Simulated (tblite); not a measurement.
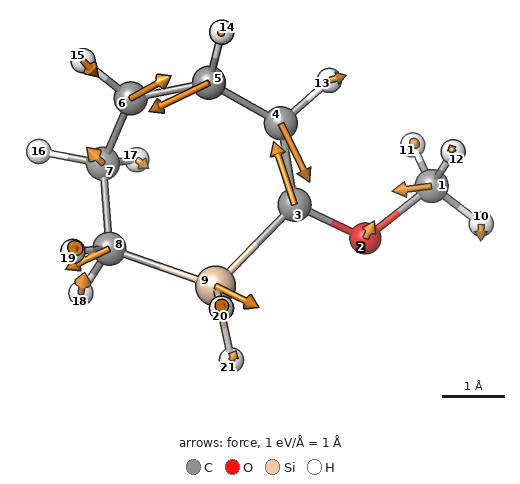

Starting geometry of C7H12OSi with the computed forces as orange arrows. A ball-and-stick model, seen face on.

Theory: GFN2-xTB geometry optimisation, gas phase (tblite 0.8.0). 

### Is this structure relaxed? If not, where do the atoms go?

It isn't relaxed: the largest force vector, on C5, is 1.18 eV/Å. The final displacements have little in common with the starting forces (cosine between the two patterns 0.25). H17 moves most after the best rigid fit: 0.19 Å. By element the largest moves are H 0.19 Å, C 0.11 Å, O 0.10 Å, Si 0.02 Å. Some distances before and after: C8–Si9 1.880 → 1.907 Å, C3–C4 1.363 → 1.340 Å, C1–O2 1.429 → 1.406 Å, Si9–H20 1.491 → 1.471 Å. Bond angles that change, for instance: C7–C8–Si9 116.1° → 111.4°, O2–C3–Si9 111.7° → 107.7°, C4–C3–Si9 123.3° → 127.1°. The energy falls by 13.8 kJ/mol in 50 geometry steps. Cost: 0.59 s on 1 thread of Intel(R) Xeon(R) Processor @ 2.70GHz, on a shared host.
